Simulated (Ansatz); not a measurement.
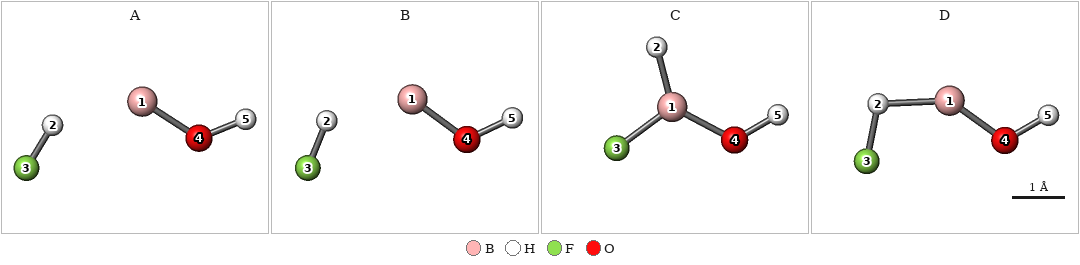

4 geometries from a converged minimum-energy path of BH$_{2}$OF, shuffled. A ball-and-stick model, seen face on.

The calculation used Ansatz 0.2.0, RKS revPBE/6-31G*. Settings: 9 movable images; climbing image; force threshold 0.05 eV/Å; iteration limit 60; starting path through a guess of the saddle point.

Question: Which of them lies highest in energy?

Answer: D. In order along the path, whose images run from 0 to 10: C (image 1, +0.11 eV), D (image 6, +4.40 eV), B (image 8, +4.24 eV), A (image 9, +4.22 eV). Breaking: B1–F3 (1.34 → 2.00 at the top → 2.68 Å), B1–H2 (1.21 → 1.39 at the top → 1.84 Å). Forming: H2–F3 (2.20 → 1.14 at the top → 0.98 Å).
